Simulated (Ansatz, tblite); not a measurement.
# The cluster Mo3Se5: rung by rung

Aim: run the singlet of the cluster Mo3Se5 at one geometry on many levels, and compare frontier levels, spin and run time.

Method: as each input shows; program: Ansatz 0.2.0, Gaussian basis.

Levels to be run: GFN1-xTB, GFN2-xTB, PBE-D4/def2-TZVP, r2SCAN-D4/def2-TZVP, B3LYP-D4/def2-TZVP, PBE-D4/def2-SVP, PBE0-D4/def2-SVP, MP2/def2-SVP.

6 further runs of the same task are left out: 6 set aside as unsound or not needed.

## 1. The relaxed structure

The geometry is that of the singlet, from an earlier relaxation (PBE-D4/def2-SVP). At that level it is the lowest of the isomers that a small search found.

8 atoms, charge 0, spin multiplicity 1.

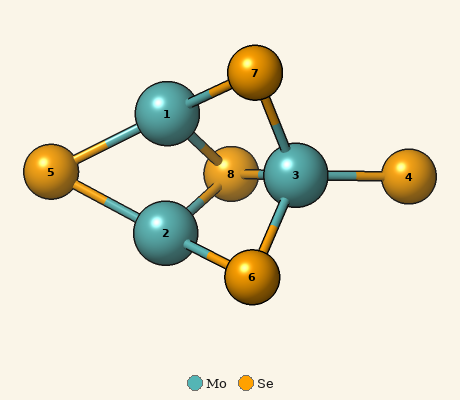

The structure; molybdenum teal, selenium orange; atoms are numbered from 1 in the order of the file.

Mo takes a core potential in the def2 sets. No spin-orbit coupling is included.

PBE0-D4/def2-TZVP was run before; its log isn't repeated, and its numbers join the tables.

## 2. GFN1-xTB

Tight binding, by tblite at 300 K electronic temperature and without a spin-polarisation term:

```python
tblite.interface.Calculator('GFN1-xTB', numbers, positions, charge=0, uhf=0).singlepoint()
```

Energy -631.5809 eV, HOMO -10.25 eV, LUMO -9.40 eV; 0.035 s.

## 3. GFN2-xTB

Tight binding, by tblite at 300 K electronic temperature and without a spin-polarisation term:

```python
tblite.interface.Calculator('GFN2-xTB', numbers, positions, charge=0, uhf=0).singlepoint()
```

Energy -610.3730 eV, HOMO -11.09 eV, LUMO -10.32 eV; 0.057 s.

## 4. PBE-D4/def2-TZVP

start.molden holds the orbitals of an earlier run on this state, given as this run's starting guess.

Input file in.yaml:

```yaml
crystal:
  periodic: [false, false, false]
  atoms:
    - {symbol: Mo, position_ang: [0.431105, 0.321243, 1.540654]}
    - {symbol: Mo, position_ang: [0.409428, 1.537205, -0.366487]}
    - {symbol: Mo, position_ang: [-0.592215, -0.981061, -0.618616]}
    - {symbol: Se, position_ang: [-0.388016, -2.896857, -1.839760]}
    - {symbol: Se, position_ang: [1.457046, 2.602404, 1.642014]}
    - {symbol: Se, position_ang: [-1.618934, 0.985455, -1.647530]}
    - {symbol: Se, position_ang: [-1.581847, -1.094159, 1.614254]}
    - {symbol: Se, position_ang: [1.883433, -0.474241, -0.324529]}
basis:
  gaussian: {orbitals: def2-TZVP, initial_orbitals: start.molden}
hamiltonian: {xc: pbe, dispersion: d4}
scf: {omitted_lower_state_checks: [starts]}
output: {forces: true, orbitals: {seedname: orbitals}}
```

Run with:

```sh
> ansatz run in.yaml --threads 6 --pin off --events-out ev --progress --plain --max-ram 7833MiB
```

Further steps of the session: r2SCAN-D4/def2-TZVP; B3LYP-D4/def2-TZVP; PBE-D4/def2-SVP; PBE0-D4/def2-SVP; MP2/def2-SVP.

Q: Predict the results of all the runs planned. Wanted: gap in def2-TZVP, named functionals, smallest and largest; correlation energy, MP2/def2-SVP; binding an atom, functionals in def2-TZVP; PBE0 total energy, smallest basis above largest.

As calculated:

```
                                                 quantity                                value
gap in def2-TZVP, named functionals, smallest and largest  0.96 eV (PBE-D4), 2.62 eV (PBE0-D4)
                         correlation energy, MP2/def2-SVP                            -72.66 eV
                binding an atom, functionals in def2-TZVP   3.48 (PBE0-D4) to 4.01 eV (PBE-D4)
          PBE0 total energy, smallest basis above largest       41.90 eV (def2-SVP, def2-TZVP)
```

In words: Over the named functionals in def2-TZVP the gap runs from 0.96 eV (PBE-D4) to 2.62 eV (PBE0-D4); exact exchange widens it.
